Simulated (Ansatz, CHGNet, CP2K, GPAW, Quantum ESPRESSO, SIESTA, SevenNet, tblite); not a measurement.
**SIESTA runs on random packing of 61Li2S-17P2S5-22LiCl (mol %) (62 atoms)**

Aim: run random packing of 61Li2S-17P2S5-22LiCl (mol %) (62 atoms) in SIESTA and see how near its forces come to a plane-wave reference, and at what cost.

Calculated with SIESTA 5.4.2; the method is named at each step.

## 1. The starting structure

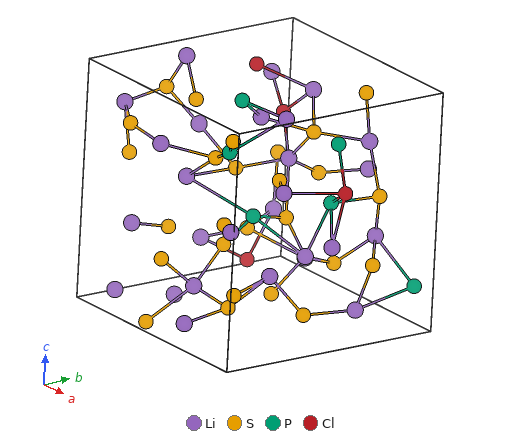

The cell as given, slightly off an axis (lithium purple, sulfur orange, phosphorus teal, chlorine red). Bonds to atoms that aren't drawn are left out. Some periodic images of atoms are drawn too.

The cell holds 62 atoms: 26 Li, 26 S, 6 P and 4 Cl. Cell: a = 10.731 Å, b = 10.731 Å, c = 10.731 Å, α = 90.0°, β = 90.0°, γ = 90.0°. 62 atoms (26 Li, 26 S, 6 P, 4 Cl) packed at random in a cube at 1.8 g/cm³ and pushed apart as soft spheres, cations and anions kept from their own kind; a start for melting by ab initio MD, not an equilibrated structure. Then every atom was moved at random, 0.05 Å r.m.s. a Cartesian component.

The yardstick, on the same geometry:

* method: Kohn-Sham DFT, PBE, PAW, plane waves (Ansatz 0.2.0); cutoff 420 eV, Γ point, fermi-dirac smearing of 0.05 eV; PAW set soft_2
* r.m.s. force component: 0.6146 eV/Å
* longest force: 2.328 eV/Å
* pressure: -0.6433 GPa
* SCF cycles: 11
* time: 4.5 s on 8 threads of Arm Neoverse V2, shared host
* CPU time: 31 s

## 2. PBE, DZP, shift 0.01 Ry, mesh 300 Ry

Method: Kohn-Sham DFT, PBE, PseudoDojo 0.4.1 norm-conserving pseudopotentials (converted to PSML), numerical atomic orbitals (DZP), diagonalisation.

The .psml files are PseudoDojo norm-conserving potentials that we converted to this format, checked against plane waves on the same files for H, C, O, Si, Ge and Ca alone.

The input, input.fdf:

```
SystemLabel cell
NumberOfAtoms 62
NumberOfSpecies 4
%block ChemicalSpeciesLabel
  1 3 Li
  2 16 S
  3 15 P
  4 17 Cl
%endblock ChemicalSpeciesLabel
LatticeConstant 1.0 Ang
%block LatticeVectors
  10.73070 0.00000 0.00000
  0.00000 10.73070 0.00000
  0.00000 0.00000 10.73070
%endblock LatticeVectors
PAO.BasisSize DZP
PAO.EnergyShift 0.01 Ry
PAO.Polarization.NonPerturbative T
XC.Functional GGA
XC.Authors PBE
MeshCutoff 300 Ry
%block kgrid_Monkhorst_Pack
  1 0 0 0.0
  0 1 0 0.0
  0 0 1 0.0
%endblock kgrid_Monkhorst_Pack
SolutionMethod diagon
OccupationFunction FD
ElectronicTemperature 580 K
SCF.Mixer.Method Pulay
SCF.Mixer.Weight 0.15
SCF.Mixer.History 8
SCF.Mix Hamiltonian
MaxSCFIterations 300
SCF.DM.Tolerance 1e-04
SCF.H.Tolerance 1.0e-3 eV
WriteForces T
Write.HirshfeldPop T
Write.VoronoiPop T
Write.DM F
Write.H F
XML.Write F
AtomicCoordinatesFormat Fractional
%block AtomicCoordinatesAndAtomicSpecies
  0.97120 0.00549 0.57681 1
  0.40835 0.80944 0.15454 1
  0.98034 0.50409 0.43001 1
  0.66960 0.02867 0.09513 1
  0.31880 0.26943 0.56089 1
  0.47706 0.50371 0.81912 1
  0.15892 0.36128 0.99988 1
  0.73348 0.85169 0.73855 1
  0.84880 0.34559 0.95435 1
  0.18554 0.11129 0.35091 1
  0.07493 0.85102 0.82329 1
  0.02448 0.16915 0.79755 1
  0.86792 0.33723 0.65087 1
  0.42293 0.05399 0.76837 1
  0.81072 0.33225 0.28569 1
  0.46910 0.21863 0.15778 1
  0.56376 0.98152 0.54677 1
  0.43891 0.67954 0.60414 1
  0.68780 0.59680 0.28496 1
  0.14600 0.84037 0.27190 1
  0.13914 0.08076 0.06159 1
  0.12045 0.46920 0.68406 1
  0.74809 0.89287 0.34044 1
  0.85642 0.72962 0.09059 1
  0.40781 0.80794 0.85997 1
  0.05802 0.55487 0.17411 1
  0.59059 0.68164 0.76162 2
  0.44265 0.37579 0.29624 2
  0.51180 0.62636 0.38705 2
  0.73492 0.82185 0.94761 2
  0.02605 0.37070 0.82719 2
  0.16001 0.31362 0.29254 2
  0.69573 0.18109 0.49067 2
  0.25238 0.63386 0.26146 2
  0.39759 0.86299 0.49907 2
  0.93899 0.74187 0.30204 2
  0.01515 0.21182 0.57596 2
  0.85727 0.08067 0.90860 2
  0.68505 0.45187 0.62715 2
  0.21434 0.05777 0.78784 2
  0.61970 0.79193 0.20210 2
  0.46793 0.05223 0.29902 2
  0.55398 0.22935 0.71889 2
  0.66842 0.24207 0.12415 2
  0.27935 0.54075 0.53710 2
  0.54782 0.54436 0.09355 2
  0.33338 0.28588 0.88558 2
  0.83746 0.83623 0.54329 2
  0.86443 0.11890 0.25866 2
  0.39842 0.04513 0.01505 2
  0.11979 0.86744 0.49697 2
  0.85703 0.47345 0.11359 2
  0.58761 0.32138 0.95457 3
  0.93214 0.95759 0.17572 3
  0.71978 0.17046 0.80377 3
  0.77787 0.64207 0.52994 3
[... 2 atom lines left out ...]
  0.25548 0.78134 0.72413 4
  0.94652 0.58313 0.63207 4
  0.07673 0.77563 0.04789 4
  0.27892 0.61858 0.95942 4
%endblock AtomicCoordinatesAndAtomicSpecies
```

Run with:

```console
$ OMP_NUM_THREADS=1 siesta < input.fdf > output.txt
```

The log of the run:

```text
Version         : 5.4.2
reinit: System Name:
reinit: System Label: cell
initatom: Reading input for the pseudopotentials and atomic orbitals ----------
Species number:   1 Atomic number:    3 Label: Li
Species number:   2 Atomic number:   16 Label: S
Species number:   3 Atomic number:   15 Label: P
Species number:   4 Atomic number:   17 Label: Cl
Ground state valence configuration (from tables):   2s01  2p00  3d00  4f00
Ground state valence configuration (from tables):   3s02  3p04  3d00  4f00
Ground state valence configuration (from tables):   3s02  3p03  3d00  4f00
Ground state valence configuration (from tables):   3s02  3p05  3d00  4f00
---- Processing specs for species: Li
GGA--PBE XC_GGA_X_PBE--XC_GGA_C_PBE pb
Semicore shell(s) with  2 electrons included in the valence for Li
---- Processing specs for species: S
GGA--PBE XC_GGA_X_PBE--XC_GGA_C_PBE pb
---- Processing specs for species: P
GGA--PBE XC_GGA_X_PBE--XC_GGA_C_PBE pb
---- Processing specs for species: Cl
GGA--PBE XC_GGA_X_PBE--XC_GGA_C_PBE pb
Semicore shell(s): 1s
Li pseudopotential only contains V_ls up to l=1 -- lmxkb reset.
S pseudopotential only contains V_ls up to l=2 -- lmxkb reset.
P pseudopotential only contains V_ls up to l=2 -- lmxkb reset.
Cl pseudopotential only contains V_ls up to l=2 -- lmxkb reset.
Using PAO.SplitTailNorm
%block ChemicalSpeciesLabel
    1    3 Li                      # Species index, atomic number, species label
    2   16 S                       # Species index, atomic number, species label
    3   15 P                       # Species index, atomic number, species label
    4   17 Cl                      # Species index, atomic number, species label
%endblock ChemicalSpeciesLabel
%block PAO.Basis                 # Define Basis set
Li                    3                    # Species label, number of l-shells
 n=1   0   1                         # n, l, Nzeta
   2.447
   1.000
 n=2   0   2                         # n, l, Nzeta
   8.986      6.783
   1.000      1.000
 n=2   1   1                         # n, l, Nzeta
   8.986
[...]
S                     3                    # Species label, number of l-shells
[...]
4.449      3.085
[...]
P                     3                    # Species label, number of l-shells
[...]
Cl                    3                    # Species label, number of l-shells
[...]
n=3   1   2                         # n, l, Nzeta
   5.047      3.483
   1.000      1.000
 n=3   2   1                         # n, l, Nzeta
   5.047
   1.000
%endblock PAO.Basis
coor:   Atomic-coordinates input format  =     Fractional
siesta: System type = bulk
initatomlists: Number of atoms, orbitals, and projectors:     62   624   856
siesta: ******************** Simulation parameters ****************************
Total number of electrons:   292.000000
Total ionic charge:   292.000000
 Kpoints in:            1 . Kpoints trimmed:            1
siesta: k-grid: Number of k-points = 1
siesta: k-points from Monkhorst-Pack grid
siesta: k-cutoff (effective) =     5.365 Ang
siesta: k-point supercell and displacements
siesta: k-grid:     1     0     0      0.000
siesta: k-grid:     0     1     0      0.000
siesta: k-grid:     0     0     1      0.000
                     ====================================
                        Single-point calculation
                     ====================================
outcell: Unit cell vectors (Ang):
       10.730700    0.000000    0.000000
        0.000000   10.730700    0.000000
        0.000000    0.000000   10.730700
outcell: Cell vector modules (Ang)   :   10.730700   10.730700   10.730700
outcell: Cell angles (23,13,12) (deg):     90.0000     90.0000     90.0000
outcell: Cell volume (Ang**3)        :   1235.6178
Gamma-point calculation with interaction between periodic images
Gamma-point calculation with interaction between periodic images
Some features might not work optimally:
Some features might not work optimally:
e.g. DM initialization from atomic data
e.g. DM initialization from atomic data
new_DM -- step:     1
Initializing Density Matrix...
Attempting to read DM from file... Failed...
DM filled with atomic data:
InitMesh: MESH = 120 x 120 x 120 = 1728000
InitMesh: Mesh cutoff (required, used) =   300.000   345.628 Ry
stepf: Fermi-Dirac step function
        iscf     Eharris(eV)        E_KS(eV)     FreeEng(eV)     dDmax    Ef(eV) dHmax(eV)
   scf:    1   -15603.305462   -15754.477133   -15754.657973  1.158208 -5.597113 17.319797
   scf:    2   -15465.919617   -15729.321830   -15729.635548  0.936197 -5.585657 28.962017
   scf:    3   -15749.516632   -15809.469223   -15809.774537  0.811288 -5.647245  8.393097
[...]
scf:   29   -15821.200528   -15821.200523   -15821.578109  0.000045 -5.774396  0.001001
   scf:   30   -15821.200530   -15821.200526   -15821.578109  0.000026 -5.774387  0.000830
SCF Convergence by DM+H criterion
max |DM_out - DM_in|         :     0.0000256616
max |H_out - H_in|      (eV) :     0.0008296019
SCF cycle converged after 30 iterations
Using DM_out to compute the final energy and forces
siesta: E_KS(eV) =           -15821.2005
siesta: E_KS - E_eggbox =    -15821.2005
siesta: Atomic forces (eV/Ang):
     1    0.192027    0.426583   -0.115180
     2   -0.191260   -0.082150    0.148756
     3    0.823933   -0.131587   -0.563310
[...]
61   -0.196662    0.472314   -0.512573
    62    0.698749   -0.618868    0.076245
----------------------------------------
   Tot   -0.003737   -0.001537   -0.006706
----------------------------------------
   Max    2.544428
   Res    0.685123    sqrt( Sum f_i^2 / 3N )
----------------------------------------
   Max    2.544428    constrained
Stress tensor Voigt[x,y,z,yz,xz,xy] (kbar):        5.41        4.61       -0.24       -2.48       -2.96        4.14
(Free)E + p*V (eV/cell)   -15824.0912
Target enthalpy (eV/cell)   -15821.5781
siesta: Program's energy decomposition (eV):
siesta: Ebs     =     -5344.309430
siesta: Eions   =     24043.167388
siesta: Ena     =      6685.027668
siesta: Ekin    =      7386.350647
siesta: Enl     =     -1772.858458
siesta: DEna    =       149.528603
siesta: DUscf   =         7.422617
siesta: Ex      =     -3899.735417
siesta: Ec      =      -333.768798
siesta: Exc     =     -4233.504216
siesta: Eharris =    -15821.200530
siesta: Etot    =    -15821.200526
siesta: FreeEng =    -15821.578109
siesta: Final energy (eV):
siesta:  Band Struct. =   -5344.309430
siesta:       Kinetic =    7386.350647
siesta:       Hartree =    3038.685821
siesta:         Exch. =   -3899.735417
siesta:         Corr. =    -333.768798
siesta:   Exch.-corr. =   -4233.504216
siesta:  Ion-electron =  -14371.115557
siesta:       Ion-ion =   -7641.617222
siesta:         Total =  -15821.200526
siesta:         Fermi =      -5.774387
siesta: Stress tensor (static) (eV/Ang**3):
siesta:     0.003374    0.002584   -0.001845
siesta:     0.002585    0.002879   -0.001549
siesta:    -0.001845   -0.001549   -0.000151
siesta: Cell volume =       1235.617812 Ang**3
siesta: Pressure (static):
siesta:                Solid            Molecule  Units
siesta:          -0.00002215         -0.00015168  Ry/Bohr**3
siesta:          -0.00203391         -0.01392693  eV/Ang**3
siesta:          -3.25868965        -22.31340789  kBar
    Orbital volume contribution        =          50.442867 eV
    (Free)E + p_basis*V_orbitals       =      -15771.135242 eV
    (Free)Eharris+ p_basis*V_orbitals  =      -15771.135245 eV
Hirshfeld Atomic Populations:
Atom #   charge [q] valence [e]  Species
     1     0.019242    2.980758  Li
     2     0.042685    2.957315  Li
     3     0.099368    2.900632  Li
[...]
27    -0.181357    6.181357  S
    28     0.049929    5.950071  S
    29     0.021580    5.978420  S
[...]
53     0.169218    4.830782  P
    54     0.133432    4.866568  P
    55     0.167474    4.832526  P
[...]
59    -0.058637    7.058637  Cl
    60     0.196702    6.803298  Cl
    61    -0.041693    7.041693  Cl
[...]
--------------------
 Total    -0.000012
Voronoi Atomic Populations:
Atom #   charge [q] valence [e]  Species
[...]
25     0.058746    2.941254  Li
    26    -0.017131    3.017131  Li
[...]
51    -0.036168    6.036168  S
    52    -0.167491    6.167491  S
[...]
57     0.247486    4.752514  P
    58     0.170224    4.829776  P
[...]
61    -0.035037    7.035037  Cl
    62    -0.075593    7.075593  Cl
--------------------
 Total    -0.000012
```

Wall time 4.4 min (1 thread of Arm Neoverse V2, shared host); peak memory 1 GiB.

Banners, paths, timers and routine set-up lines are dropped from the logs unmarked, and long logs keep their key lines alone; longer cuts are marked.

Compared with the plane-wave run:

```yaml
r_m_s_force_component: 0.6851 eV/Å
r_m_s_difference_of_force_components: 219.2 meV/Å
longest_difference_of_force_vectors: 1002 meV/Å
force_difference_over_r_m_s_force: 35.67 %
slope_of_forces_against_the_reference_s: 1.058
correlation_of_force_components: 0.9488
pressure: -0.3259 GPa
pressure_difference: 0.3174 GPa
```

This run lies far from the reference in forces at the same functional.

Length of the force difference by element (eV/Å):

```
element  atoms   mean  most
     Cl      4   0.28  0.92
     Li     26  0.084  0.17
      P      6   0.71   1.0
      S     26   0.27  0.98
```

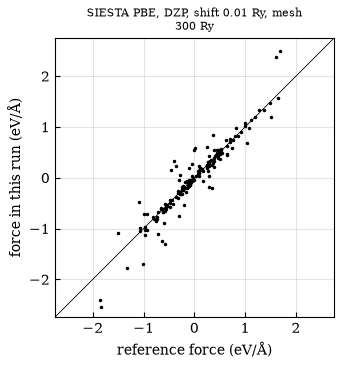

Force components against those of the reference; the line marks equality.

Local excerpt of 9 atoms (numbers count through the whole input) about S47, picked at random; x, y, z are measured from there.

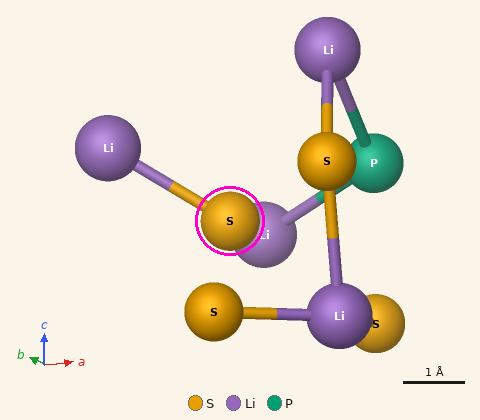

The atoms of the table, within 3.3 Å (arrows a, b, c point along x, y, z); some may hide others; the central atom is ringed.

```csv
atom,x,y,z,distance (Å),Hirshfeld charge (e),Fx,Fy,Fz (eV/Å)
S47,0.00,0.00,0.00,0.00,-0.01,0.83,-0.56,-0.32
Li7,-1.87,0.81,1.23,2.38,0.08,0.25,0.54,0.43
P53,2.73,0.38,0.74,2.85,0.17,0.45,0.27,1.20
Li6,1.54,2.34,-0.71,2.89,0.01,-0.31,0.04,0.47
Li14,0.96,-2.49,-1.26,2.95,0.05,-0.07,0.25,0.38
S40,-1.28,-2.45,-1.05,2.95,-0.09,-0.40,0.48,0.47
S50,0.70,-2.58,1.39,3.02,-0.09,-0.49,-0.81,0.63
S43,2.37,-0.61,-1.79,3.03,0.04,-1.71,-0.72,-2.40
Li16,1.46,-0.72,2.92,3.34,-0.03,-1.12,-0.30,-0.28
```

Forces lie 36 % from the reference's, at 8.6 times its CPU time (on 1 against 8 cores).

## 3. PBE, SZ, shift 0.02 Ry, mesh 300 Ry

Method: Kohn-Sham DFT, PBE, PseudoDojo 0.4.1 norm-conserving pseudopotentials (converted to PSML), numerical atomic orbitals (SZ), diagonalisation.

input.fdf, as its differences from that of step 2:

```diff
@@ -15,4 +15,4 @@
 %endblock LatticeVectors
-PAO.BasisSize DZP
-PAO.EnergyShift 0.01 Ry
+PAO.BasisSize SZ
+PAO.EnergyShift 0.02 Ry
 PAO.Polarization.NonPerturbative T
```

The log of the run:

```text
Version         : 5.4.2
reinit: System Name:
reinit: System Label: cell
initatom: Reading input for the pseudopotentials and atomic orbitals ----------
Species number:   1 Atomic number:    3 Label: Li
Species number:   2 Atomic number:   16 Label: S
Species number:   3 Atomic number:   15 Label: P
Species number:   4 Atomic number:   17 Label: Cl
Ground state valence configuration (from tables):   2s01  2p00  3d00  4f00
Ground state valence configuration (from tables):   3s02  3p04  3d00  4f00
[... lines left out ...]
        iscf     Eharris(eV)        E_KS(eV)     FreeEng(eV)     dDmax    Ef(eV) dHmax(eV)
[... lines left out ...]
SCF Convergence by DM+H criterion
[... lines left out ...]
SCF cycle converged after 29 iterations
[... lines left out ...]
   Max    5.127263
[... lines left out ...]
   Max    5.127263    constrained
Stress tensor Voigt[x,y,z,yz,xz,xy] (kbar):        4.38        0.12      -10.61       -2.71      -12.11       15.13
[... lines left out ...]
siesta: FreeEng =    -15731.361046
[... lines left out ...]
siesta:         Fermi =      -3.616199
[... lines left out ...]
siesta:           0.00126898         -0.01308161  eV/Ang**3
siesta:           2.03313798        -20.95905449  kBar
    Orbital volume contribution        =          16.384125 eV
    (Free)E + p_basis*V_orbitals       =      -15714.976921 eV
    (Free)Eharris+ p_basis*V_orbitals  =      -15714.976925 eV
Hirshfeld Atomic Populations:
Atom #   charge [q] valence [e]  Species
     1     0.141530    2.858470  Li
     2     0.174947    2.825053  Li
     3     0.217683    2.782317  Li
[...]
27    -0.266783    6.266783  S
    28    -0.013101    6.013101  S
    29    -0.024526    6.024526  S
[...]
53     0.114087    4.885913  P
    54     0.011291    4.988709  P
    55     0.043469    4.956531  P
[...]
59    -0.130123    7.130123  Cl
    60     0.180995    6.819005  Cl
    61    -0.145273    7.145273  Cl
[...]
--------------------
 Total    -0.000016
Voronoi Atomic Populations:
Atom #   charge [q] valence [e]  Species
[...]
25     0.214035    2.785965  Li
    26     0.161271    2.838729  Li
[...]
51    -0.129382    6.129382  S
    52    -0.356105    6.356105  S
[...]
57     0.104758    4.895242  P
    58     0.091478    4.908522  P
[...]
61    -0.158957    7.158957  Cl
    62    -0.165731    7.165731  Cl
--------------------
 Total    -0.000017
```

It took 63 s on 1 thread; peak memory 0.47 GiB.

Against the reference:

```
r.m.s. force component                  : 1.294 eV/Å
r.m.s. difference of force components   : 1053 meV/Å
longest difference of force vectors     : 5437 meV/Å
force difference over r.m.s. force      : 171.4 %
slope of forces against the reference's : 1.246
correlation of force components         : 0.5921
pressure                                : 0.2033 GPa
pressure difference                     : 0.8466 GPa
```

This is a coarse setting, run to see what it loses.

Against the first run (36 %), the force difference from the reference is 171 %, at 0.24 times the CPU time.

The difference per atom is largest on P (3.4 eV/Å on average, against 1.2 on S).

## 4. PBE, SZP, shift 0.01 Ry, mesh 300 Ry

Method: Kohn-Sham DFT, PBE, PseudoDojo 0.4.1 norm-conserving pseudopotentials (converted to PSML), numerical atomic orbitals (SZP), diagonalisation.

input.fdf, as its differences from that of step 3:

```diff
@@ -15,4 +15,4 @@
 %endblock LatticeVectors
-PAO.BasisSize SZ
-PAO.EnergyShift 0.02 Ry
+PAO.BasisSize SZP
+PAO.EnergyShift 0.01 Ry
 PAO.Polarization.NonPerturbative T
```

The log of the run:

```text
Version         : 5.4.2
reinit: System Name:
reinit: System Label: cell
initatom: Reading input for the pseudopotentials and atomic orbitals ----------
Species number:   1 Atomic number:    3 Label: Li
Species number:   2 Atomic number:   16 Label: S
Species number:   3 Atomic number:   15 Label: P
Species number:   4 Atomic number:   17 Label: Cl
Ground state valence configuration (from tables):   2s01  2p00  3d00  4f00
Ground state valence configuration (from tables):   3s02  3p04  3d00  4f00
[... lines left out ...]
        iscf     Eharris(eV)        E_KS(eV)     FreeEng(eV)     dDmax    Ef(eV) dHmax(eV)
[... lines left out ...]
SCF Convergence by DM+H criterion
[... lines left out ...]
SCF cycle converged after 27 iterations
[... lines left out ...]
   Max    3.265474
[... lines left out ...]
   Max    3.265474    constrained
Stress tensor Voigt[x,y,z,yz,xz,xy] (kbar):       -2.08       -3.66       -9.28       -2.03       -8.37        7.59
[... lines left out ...]
siesta: FreeEng =    -15815.413661
[... lines left out ...]
siesta:         Fermi =      -5.788401
[... lines left out ...]
siesta:           0.00312487         -0.00871892  eV/Ang**3
siesta:           5.00660015        -13.96924837  kBar
    Orbital volume contribution        =          41.654659 eV
    (Free)E + p_basis*V_orbitals       =      -15773.759002 eV
    (Free)Eharris+ p_basis*V_orbitals  =      -15773.758986 eV
Hirshfeld Atomic Populations:
Atom #   charge [q] valence [e]  Species
     1     0.029702    2.970298  Li
     2     0.055591    2.944409  Li
     3     0.114174    2.885826  Li
[...]
27    -0.182944    6.182944  S
    28     0.028978    5.971022  S
    29     0.010198    5.989802  S
[...]
53     0.169439    4.830561  P
    54     0.126844    4.873156  P
    55     0.158793    4.841207  P
[...]
59    -0.065429    7.065429  Cl
    60     0.178803    6.821197  Cl
    61    -0.051462    7.051462  Cl
[...]
--------------------
 Total    -0.000012
Voronoi Atomic Populations:
Atom #   charge [q] valence [e]  Species
[...]
25     0.080033    2.919967  Li
    26     0.000621    2.999379  Li
[...]
51    -0.046059    6.046059  S
    52    -0.183673    6.183673  S
[...]
57     0.239304    4.760696  P
    58     0.175590    4.824410  P
[...]
61    -0.051521    7.051521  Cl
    62    -0.085804    7.085804  Cl
--------------------
 Total    -0.000013
```

Run time: 3.4 min. Hardware: 1 thread; peak memory 0.93 GiB.

Numbers from this run, and their distance from the reference:

- r.m.s. force component: 0.8553 eV/Å
- r.m.s. difference of force components: 530.9 meV/Å
- longest difference of force vectors: 2733 meV/Å
- force difference over r.m.s. force: 86.38 %
- slope of forces against the reference's: 1.095
- correlation of force components: 0.787
- pressure: 0.5007 GPa
- pressure difference: 1.144 GPa

This is a coarse setting, run to see what it loses.

Against the first run (36 %), the force difference from the reference is 86 %, at 0.77 times the CPU time, with 454 basis functions against 624: the smaller basis costs accuracy.

The difference per atom is largest on P (1.7 eV/Å on average, against 0.62 on S).

[end of part 1 of 2]

[Also dropped from logs without a mark: logging warnings of Python, and SIESTA's first energy breakdown and zero terms.]

[Logs are printed without paths, hosts, clocks, repeated set-up lines and the standing remarks that a program may print on its own settings, such as how far it seeks lower states.]

[Hosts, paths, dates, database ids (printed as entryN), source tags and the programs' standing remarks are cut or masked in the printed files.]
